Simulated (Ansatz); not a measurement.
Take PbSe in the rock salt structure (space group Fm-3m, No. 225; a = 6.178 Å) as the base.

Now apply this change: hydrostatic tension (pressure −1 GPa).

All numbers come from Ansatz (a program for electronic structure) r2SCAN, scalar-relativistic without spin-orbit coupling.

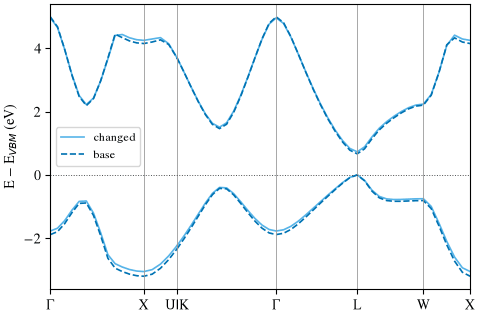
*Highest valence and lowest conduction band along the path, each from its own valence-band maximum*

Question: Read the changed gap and its character from the plot.

Answer: About 0.7 eV, direct at L.

Spin-orbit coupling, missing from the scalar runs, can matter with Pb. Load acts through the strain it causes; cell and atoms are relaxed under it. Whether these cells are dynamically stable was not tested.
